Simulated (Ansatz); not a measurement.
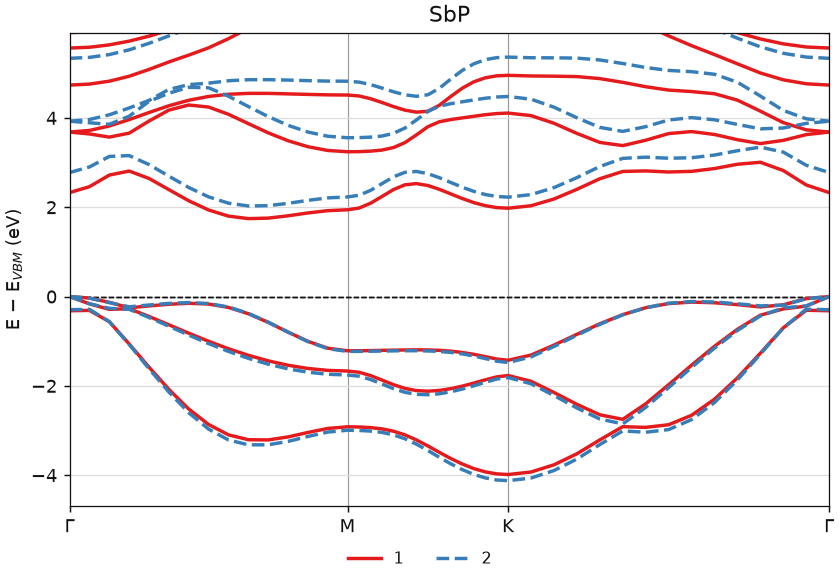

Band structures of SbP (sheet), 2 atoms in the cell, by two methods on the same cell. Each is counted from its own valence-band top.

Q: Which curve is which? The methods: PBE, r2SCAN.

A: 1 is PBE; 2 is r2SCAN. PBE gives a gap of 1.75 eV along the path and r2SCAN gives a gap of 2.03 eV along the path.

Settings. PBE: DFT PBE, scalar-relativistic, plane waves, PAW, no spin polarisation, 12×12×1 k mesh, 420 eV cutoff (Ansatz 0.2.0). r2SCAN: DFT r2SCAN, scalar-relativistic, plane waves, PAW, no spin polarisation, 12×12×1 k mesh, 500 eV cutoff (Ansatz).

The structure is an invented one, so it need not be a known or stable phase. Spin-orbit coupling is left out, which matters for Sb.
